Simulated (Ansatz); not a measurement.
Breaking the Se4–H5 bond in BH3Se (SMILES B[SeH]) (multiplicity 1 held, fragments rigid). Energies count from the point at 1.473 Å.
Geometry at that point (charge 0, multiplicity 1):
```json
[
 {"atom": "B", "x (Å)": "0.4501", "y (Å)": "-0.0398", "z (Å)": "-1.5025"},
 {"atom": "H", "x (Å)": "-0.2892", "y (Å)": "-0.5600", "z (Å)": "-2.2704"},
 {"atom": "H", "x (Å)": "1.4866", "y (Å)": "0.4372", "z (Å)": "-1.8194"},
 {"atom": "Se", "x (Å)": "-0.1317", "y (Å)": "-0.0109", "z (Å)": "0.3152"},
 {"atom": "H", "x (Å)": "1.0302", "y (Å)": "0.6917", "z (Å)": "0.8871"}
]
```

Restricted levels (R-, RO-) in cc, def2 and unpolarised 6-31G sets keep to the state of the molecule at rest. Unrestricted levels (U-) break spin symmetry where that is lower. Active spaces are followed from a long bond inwards. Levels need not reach the same state.

Frozen-core correlation. Filled d and f shells under p-block atoms count as core.

Codes used: Ansatz (a first-principles code) with Gaussian orbitals. 

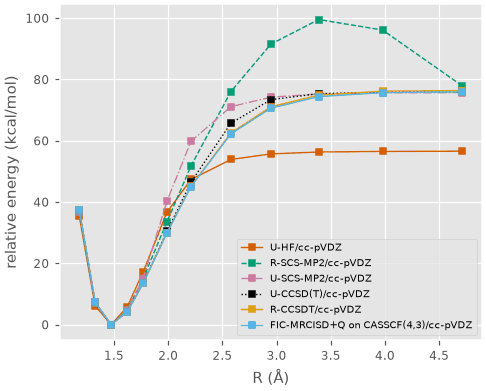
Figure: Relative energy along the coordinate

Read off the U-HF/cc-pVDZ curve at R = 2.947.

about 56 kcal/mol

Doubts at one or more of the structures used: a spin-contaminated determinant (U-HF/cc-pVDZ, U-SCS-MP2/cc-pVDZ, U-CCSD(T)/cc-pVDZ); a restricted determinant that unrestricted orbitals would lower (R-SCS-MP2/cc-pVDZ, R-CCSDT/cc-pVDZ); T1 above 0.05 (U-CCSD(T)/cc-pVDZ); other coupled-cluster roots lie near (R-CCSDT/cc-pVDZ); active orbitals that take no part (FIC-MRCISD+Q on CASSCF(4,3)/cc-pVDZ).
